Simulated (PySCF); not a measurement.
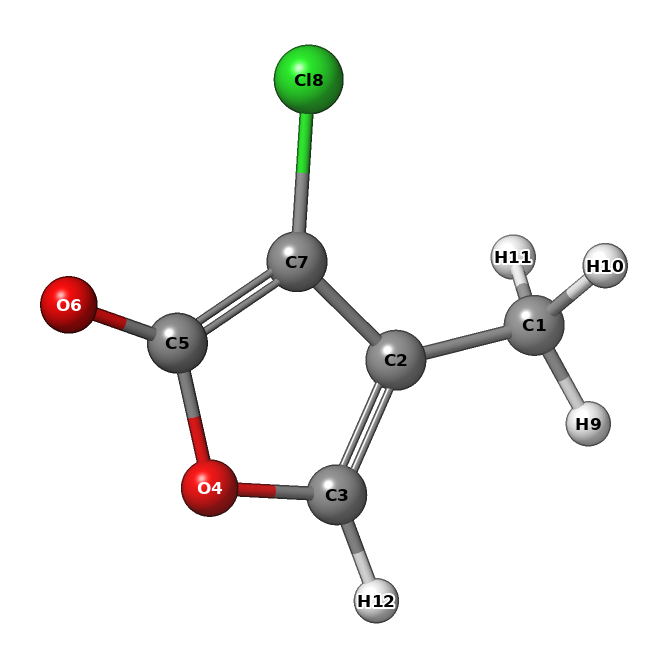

State: neutral, doublet. The computed structure is the end point of a GFN2-xTB optimisation. No frequency run is at hand to confirm it as a minimum. Level of theory: UKS B3LYP, pcH-1 on C Cl H O, non-relativistic (PySCF 2.14.0). Fermi-contact and spin-dipolar terms alone, no spin-orbit part.

Question: Which nucleus has the largest dipolar (anisotropic) hyperfine coupling?

Answer: 17O at O6: principal values −82.6, 40.8, 41.8 MHz.

List the isotropic and dipolar parts for the most strongly coupled nuclei, one of each equivalent set.

```
atom  isotope  a_iso (MHz)  dipolar part (MHz)
  O6      17O        −18.3   −82.6, 40.8, 41.8
  C3      13C         43.3  −41.4, −39.1, 80.5
  C7      13C         40.9  −36.6, −35.4, 72.0
 Cl8     35Cl          3.4  −18.3, −12.9, 31.1
 H12       1H        −35.3   −19.6, −1.0, 20.6
  C2      13C        −30.7     −15.9, 7.7, 8.1
  O4      17O          2.3      −6.8, 3.1, 3.8
  H9       1H         −1.6     −1.7, −1.5, 3.2
```
